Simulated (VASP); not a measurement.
Band structure of NiSb (NiAs type). Computed with PBEsol GGA, VASP's PBE PAW potentials (set 64) (plane waves; VASP).

Unless said otherwise, spin-orbit coupling is left out, though it shifts the bands of the heavy elements here.

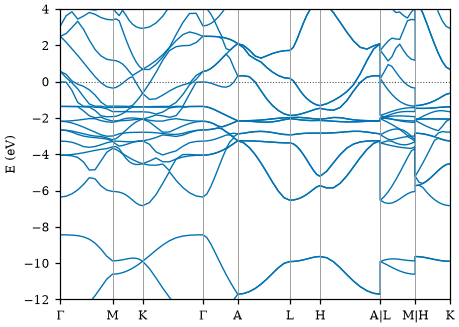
Figure. Bands along high-symmetry lines, zero at the valence-band maximum or, without a gap, the Fermi level

**Question.** Read the plot: is there a gap, and where are the band edges?

**Answer.** It has no gap at this level: it comes out as a metal or semimetal. (Edges off the drawn lines would not show.)

The compound is NiSb in the NiAs type structure. It was relaxed first. The run is not spin-polarised, so no magnetic state was tried.
